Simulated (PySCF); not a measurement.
# OsOBr₂: triplet, from a PBE0 minimum start

Aim: relax OsOBr₂ as a triplet from a PBE0 minimum start, check by its vibrations whether the end is a minimum, and collect its spectrum and constants.

Method: PBE0, basis Os def2-TZVP with ECP60, O def2-TZVP, Br def2-TZVP, scalar-relativistic core potentials, no spin–orbit coupling, density fitting; program: PySCF 2.14.0.

## (1) The starting structure

4 atoms, charge 0, spin multiplicity 3.

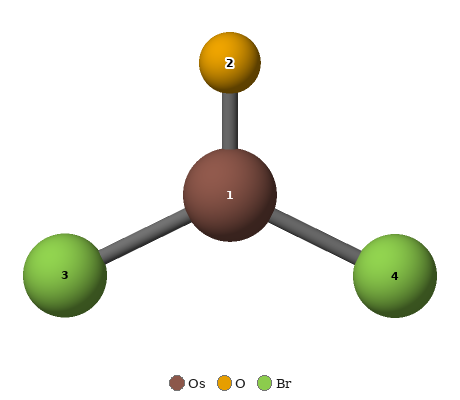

As it starts; osmium brown, oxygen amber, bromine green; atoms are numbered from 1 in the order of the file.

```xyz
4
charge 0 multiplicity 3
Os    0.3703    0.0000    0.0000
O     2.0480    0.0000    0.0000
Br   -0.6580    2.0912    0.0000
Br   -0.6580   -2.0912    0.0000
```

## (2) Finding the electronic state

The steps below are one call of a driver around PySCF. For each, scf.py gives the equivalent set-up of the SCF; relaxations use the driver's own optimiser. After this first run the driver tries any further starts and a stability analysis.

scf.py

```python
from pyscf import gto, scf, dft
mol = gto.M(atom='''
Os     0.370340     0.000000     0.000000
O      2.048020    -0.000000     0.000000
Br    -0.657950     2.091200     0.000000
Br    -0.657950    -2.091200     0.000000''',
    basis={'Os': 'def2-TZVP', 'O': 'def2-TZVP', 'Br': 'def2-TZVP'},
    ecp={'Os': 'def2-TZVP'},
    charge=0, spin=2)
mf = dft.UKS(mol, xc='PBE0')
mf.grids.atom_grid = (50, 194)
aux = {'Os': 'def2-universal-JKFIT', 'O': 'def2-universal-JKFIT', 'Br': 'def2-universal-JKFIT'}
mf = mf.density_fit(auxbasis=aux)
mf.conv_tol = 1e-08
mf.diis_space = 10
mf.max_cycle = 60
mf.init_guess = 'minao'
mf.verbose = 4
mf.kernel()
```

The run is started by

```console
$ OMP_NUM_THREADS=4 python axn.py task.json out
```

The log of the run:

```text
init E= -5293.95289346217
[... the frontier-level lines of each cycle are left out ...]
cycle= 1 E= -5313.32683737151  delta_E= -19.4  |g|= 0.816  |ddm|= 5.92
cycle= 2 E= -5310.66119649268  delta_E= 2.67  |g|=  2.4  |ddm|= 2.03
cycle= 3 E= -5313.43856669943  delta_E= -2.78  |g|= 0.664  |ddm|= 1.53
cycle= 4 E= -5313.57647720026  delta_E= -0.138  |g|= 0.379  |ddm|= 0.708
cycle= 5 E= -5313.63472760954  delta_E= -0.0583  |g|= 0.0754  |ddm|= 0.265
cycle= 6 E= -5313.63706484589  delta_E= -0.00234  |g|= 0.0276  |ddm|= 0.0549
cycle= 7 E= -5313.63747767287  delta_E= -0.000413  |g|= 0.00608  |ddm|= 0.0268
cycle= 8 E= -5313.63750996675  delta_E= -3.23e-05  |g|= 0.00322  |ddm|= 0.00946
cycle= 9 E= -5313.63751888541  delta_E= -8.92e-06  |g|= 0.000768  |ddm|= 0.00536
cycle= 10 E= -5313.63751968794  delta_E= -8.03e-07  |g|= 0.000292  |ddm|= 0.00181
cycle= 11 E= -5313.63751980239  delta_E= -1.14e-07  |g|= 9.22e-05  |ddm|= 0.000613
cycle= 12 E= -5313.63751982209  delta_E= -1.97e-08  |g|= 4.03e-05  |ddm|= 0.000262
cycle= 13 E= -5313.63751982753  delta_E= -5.44e-09  |g|= 1.94e-05  |ddm|= 0.000157
Extra cycle  E= -5313.63751982786  delta_E= -3.23e-10  |g|= 3.45e-05  |ddm|= 4.87e-05
converged SCF energy = -5313.63751982786  <S^2> = 2.0120858  2S+1 = 3.0080464
```

This step, with its further starts and checks, took 73 s on 4 threads of Arm Neoverse N1, shared host.

The starts that the driver tried:

```
                      start   energy (Eh)
    the minimal-basis guess  -5313.637520
a thermally smeared density  -5313.637520
      a smeared PBE density  -5313.637520
```

No lower solution of this spin turned up from the other starts or in the test of internal stability.

## (3) Relaxing the triplet from the PBE0 minimum start

The program finds C2v symmetry in the start, which this walk keeps. Threshold on the gradient: 0.0003 Eh/bohr, with a further test on the energy change.

Edit scf.py of step 2 so:

```diff
@@ -3,4 +3,4 @@
-Os     0.370340     0.000000     0.000000
-O      2.048020    -0.000000     0.000000
-Br    -0.657950     2.091200     0.000000
-Br    -0.657950    -2.091200     0.000000''',
+Os     0.370339     0.000000     0.000000
+O      2.048019     0.000000     0.000000
+Br    -0.657951     2.091200     0.000000
+Br    -0.657951    -2.091200     0.000000''',
@@ -17 +16,0 @@
-mf.init_guess = 'minao'
```

Energy and gradient, step by step:

| step | energy (Eh) | change (kJ/mol) | largest symmetric gradient (Eh/bohr) |
| --- | --- | --- | --- |
| 0 | -5313.637520 | 0.00 | 0.00026 |

The walk took 10 s.

After 0 steps and 0.0 kJ/mol it ends at C2v: Os–Br 2.330 Å (×2), Os–O 1.678 Å; Br–Os–Br 127.6°, Br–Os–O 116.2° (×2).

## (4) Is it a minimum? Harmonic modes

On the finer grid the gradient is checked again; gradients at displacements of ±0.02 bohr then give force constants and infrared intensities.

Edit scf.py of step 3 so:

```diff
@@ -3,4 +3,4 @@
-Os     0.370339     0.000000     0.000000
-O      2.048019     0.000000     0.000000
-Br    -0.657951     2.091200     0.000000
-Br    -0.657951    -2.091200     0.000000''',
+Os     0.370220     0.000000     0.000000
+O      2.047823     0.000000     0.000000
+Br    -0.657793     2.091300     0.000000
+Br    -0.657793    -2.091300     0.000000''',
@@ -11 +11 @@
-mf.grids.atom_grid = (50, 194)
+mf.grids.atom_grid = (75, 302)
@@ -14 +14 @@
-mf.conv_tol = 1e-08
+mf.conv_tol = 1e-10
```

The driver hands on the density of the step before, so the log starts near convergence.

SCF at the final geometry:

```text
init E= -5313.63730910271
[... the frontier-level lines of each cycle are left out ...]
cycle= 1 E= -5313.63730910267  delta_E= 3.82e-11  |g|= 9.45e-06  |ddm|= 1.18e-05
Extra cycle  E= -5313.63730910245  delta_E= 2.27e-10  |g|= 2.31e-05  |ddm|= 2.81e-05
converged SCF energy = -5313.63730910245  <S^2> = 2.012092  2S+1 = 3.0080505
```

The whole step took 4 min.

Geometry: C2v; Os–Br 2.330 Å (×2), Os–O 1.678 Å; Br–Os–Br 127.6°, Br–Os–O 116.2° (×2).

Harmonic modes (main isotopes):

| symmetry | ω (cm⁻¹) | IR (km/mol) | μ (u) |
| --- | --- | --- | --- |
| a1 | 72 | 0.0 | 84.00 |
| b1 | 85 | 1.5 | 26.79 |
| b2 | 204 | 2.1 | 19.23 |
| a1 | 267 | 5.0 | 82.68 |
| b2 | 326 | 32.3 | 72.63 |
| a1 | 1047 | 103 | 17.20 |

μ is the mass of the mode for normalised Cartesian displacements, not the reduced mass of the usual diatomic formula.

Every mode is real; the point is a minimum.

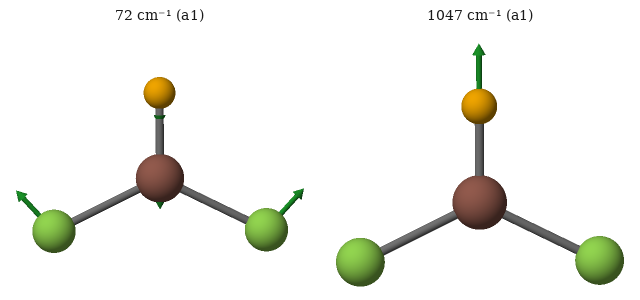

Displacements of 2 of the modes, as arrows (one member where a mode is degenerate).

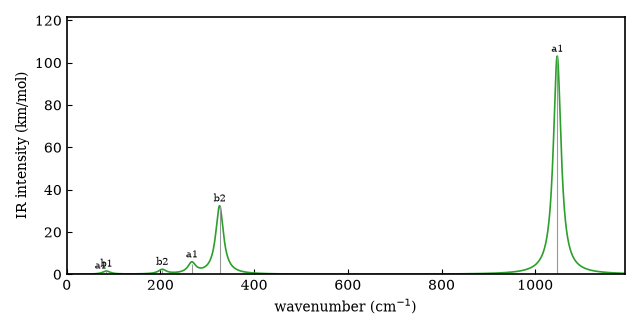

The harmonic infrared spectrum (widths in cm⁻¹). Lines are broadened to a width of 20 cm⁻¹ (Lorentzian).

Constants and moments:

* Dipole moment: 1.31 D
* Highest occupied level: -7.07 eV
* Lowest empty level: -4.22 eV
* Rotational constants: 0.1043, 0.02442, 0.01979 cm⁻¹
* Zero-point energy: 12.0 kJ/mol
* Principal polarisabilities: 55.6, 76.5, 111.4 bohr³
* Atomisation energy without zero-point energy: 1175 kJ/mol
* Principal traceless quadrupole moments about the centre of mass: -3.69, -1.29, 4.97 D Å
* Entropy at 298.15 K and 1 bar (electronic part: spin only): 364.9 J/(mol K)
* Heat capacity Cp at 298.15 K: 72.8 J/(mol K)
* Enthalpy at 298.15 K above 0 K: 17.77 kJ/mol
* Rotational symmetry number: 2
* Spin squared ⟨S²⟩: 2.012

Populations by atom (charges in e):

```csv
atom,Mulliken,Löwdin,polar tensor,spin (Mulliken),Mayer order to Os1
Os1,0.84,0.02,1.14,1.58,–
O2,-0.36,-0.24,-0.49,0.24,1.97
"Br3,4",-0.24,0.11,-0.33,0.09,1.17
```

Outer orbital energies (eV). α occupied: -11.21, -10.45, -9.99, -9.88, -9.40, -8.09, -7.97, -7.07; empty: -3.52, -3.27, 0.07, 0.42. β occupied: -12.26, -11.22, -10.42, -9.95, -9.82, -9.45, -9.39, -7.43; empty: -4.22, -2.96, -2.95, -2.75.

Mulliken populations on Os1 (outside its core potential): s 2.75, p 6.30, d 6.06, f 0.06.

## (5) Results

```
                                          quantity                                                                   value
                                           minimum                                                            triplet, C2v
                                          geometry  Os–Br 2.330 Å (×2), Os–O 1.678 Å; Br–Os–Br 127.6°, Br–Os–O 116.2° (×2)
                                wavenumbers (cm⁻¹)               72 (a1), 85 (b1), 204 (b2), 267 (a1), 326 (b2), 1047 (a1)
                                     dipole moment                                                                  1.31 D
highest occupied, lowest empty level (either spin)                                                         -7.07, -4.22 eV
                        polar-tensor charge of Os1                                                                 +1.14 e
                                 zero-point energy                                                             12.0 kJ/mol
                               entropy at 298.15 K                                                         364.9 J/(mol K)
         atomisation energy (no zero-point energy)                                                             1175 kJ/mol
                                              ⟨S²⟩                                                                   2.012
```

What this shows: The PBE0 minimum start keeps its C2v symmetry and ends in a minimum. In the infrared the band at 1047 cm⁻¹ (a1, stretch) leads. Most of the spin sits on Os1 (Mulliken spin 1.58, against 2 for the whole molecule). Only this shape and spin were tried, so other structures or states may lie lower. Open d and f shells are described by one determinant, and the ground state may have another occupation or spin. With an element this heavy the missing spin–orbit coupling can shift these numbers.

The search up to here took 5.4 min.
